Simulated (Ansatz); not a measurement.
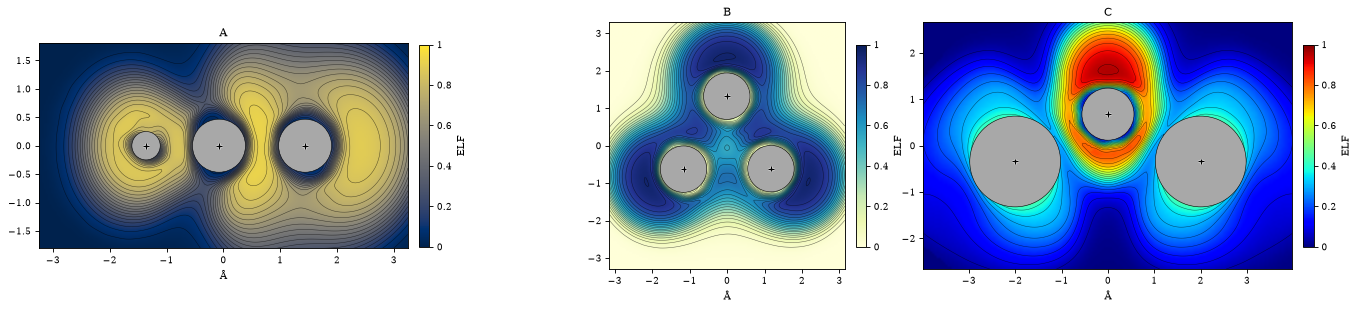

The ELF of 3 systems, each on a plane through atoms (crosses mark nuclei in the plane; grey discs cover the cores).

Method: Ansatz 0.2.0, UKS PBE0-D4/def2-TZVP.

System 1: B₂F (quartet), a plane that holds the molecular axis. Geometry: PBE0-D4/def2-TZVP.

```yaml
atoms:
  - { symbol: B, position_ang: [-0.0339, 0.0338, 0.0612] }
  - { symbol: B, position_ang: [0.6257, -0.6271, -1.1337] }
  - { symbol: F, position_ang: [-0.5918, 0.5934, 1.0725] }
```

System 2: P₅ (charge +1, triplet), the plane of atoms P1, P5 and P3. Geometry: B3LYP-D4/def2-SVP.

```yaml
atoms:
  - { symbol: P, position_ang: [0.1045, 1.4911, -0.3439] }
  - { symbol: P, position_ang: [1.0659, -0.4148, -1.1035] }
  - { symbol: P, position_ang: [1.0317, -0.0588, 1.1349] }
  - { symbol: P, position_ang: [-0.9895, -1.2478, -0.6888] }
  - { symbol: P, position_ang: [-1.2126, 0.2303, 1.0013] }
```

System 3: Au₂S (triplet), the molecular plane. Geometry: PBE-D4/def2-TZVP; core potentials replace the inner electrons of Au.

```yaml
atoms:
  - { symbol: Au, position_ang: [-0.9874, -1.7160, 0.4544] }
  - { symbol: Au, position_ang: [1.5107, 1.2804, -0.4521] }
  - { symbol: S, position_ang: [-0.5233, 0.4356, -0.0023] }
```

Q: Which map belongs to which system?

A: Panel A is system 1, B₂F: the plane holds B and F. B–F (1.28 Å): the ELF peaks at about 0.85 between the atoms; a polar covalent bond. Panel B is system 2, P₅: the plane holds P. P–P (2.27 Å): the ELF peaks at about 0.80 between the atoms; a shared electron pair. Panel C is system 3, Au₂S: the plane holds Au and S. Au–S (2.25 Å): the ELF peaks at about 0.80 in the valence shell of S, 0.8 Å from its nucleus, and is about 0.40 at the midpoint.
